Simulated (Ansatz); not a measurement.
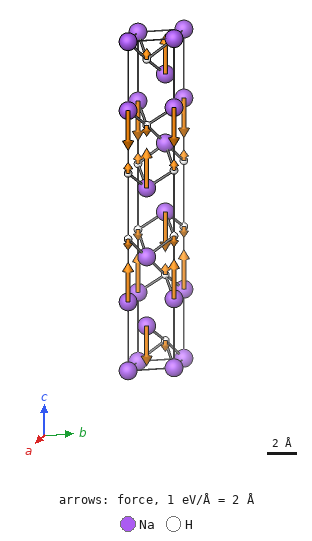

Starting geometry of crystalline Na3H2 (built on the tetradymite_166 type) (coarse preliminary run) with the computed forces as orange arrows. The picture is a ball-and-stick view of the conventional cell (3 times the calculation's cell), seen slightly off an axis. Lengths and directions refer to the drawn axes.

Case: anti-tetradymite type (R-3m, No. 166).

These are results of Ansatz, DFT PBE, scalar-relativistic, plane waves, PAW, not measurements.

The input:
```yaml
crystal:
  lattice:
    - [1.6740748664, 0.9665275748, 7.7601861898]
    - [-1.6740748664, 0.9665275748, 7.7601861898]
    - [0.0, -1.9330551495, 7.7601861898]
  atoms:
    - { symbol: Na, position: [0.0, 0.0, 0.0] }
    - { symbol: Na, position: [0.2095, 0.2095, 0.2095] }
    - { symbol: Na, position: [0.7905, 0.7905, 0.7905] }
    - { symbol: H, position: [0.4, 0.4, 0.4] }
    - { symbol: H, position: [0.6, 0.6, 0.6] }
basis:
  ecutwfc: 420
kpoints:
  mp_grid: { grid: [6, 6, 6] }
hamiltonian:
  xc: pbe
scf:
  occupations: { method: gaussian, width: 0.1 }
  lower_state_search: "off"
output:
  forces: true
  stress: true
  eigenvalues: true
relax:
  adjacent_minimum: "off"
  f_tol: 0.04
  max_steps: 70
  cell: { stress_tol: 0.4 }
```

Command:
```bash
ansatz run input.yaml --threads 1 --pin off --max-ram 2560MiB --backend cpu --events-out ev --progress --plain --runs-dir out
```

What follows when this structure is relaxed?

It isn't relaxed: the largest force vector, on Na atoms, is 1.43 eV/Å. The atoms end up moving mostly along the starting forces (cosine between the two patterns 0.92). After 5 accepted moves (7 points after the start) the energy has fallen by 194 meV per atom. The largest force component goes from 1.4 to 0.015 eV/Å. Pressure: 5.22 GPa at the start and 0.16 GPa at the end. At 2 points the geometry stayed and the basis and grid were re-selected for the new cell (energy shift of 2.5 meV per atom at most each time). The largest moves relative to the cell, 0.47 Å, are those of Na2 and Na3. Na3 goes along −c. By element the largest moves are Na 0.47 Å, H 0.39 Å. Cell: a = b 3.348 → 3.429 Å (+2.4 %), c 23.281 → 26.752 Å (+14.9 %). Volume +20.6 %. Some distances before and after: Na2–Na3 2.777 → 3.796 Å, Na2–H5 2.347 → 2.452 Å, Na1–H4 2.479 → 2.421 Å. Among the angles between lasting bonds that change: H4–Na1–H4 85.0° → 90.2°, Na1–H4–Na1 85.0° → 90.2°, H4–Na1–H5 95.0° → 89.8°. The space group stays R-3m (No. 166). Cost: 31 s on 1 thread of Arm Neoverse N1, on a shared host, peak memory 0.35 GiB.
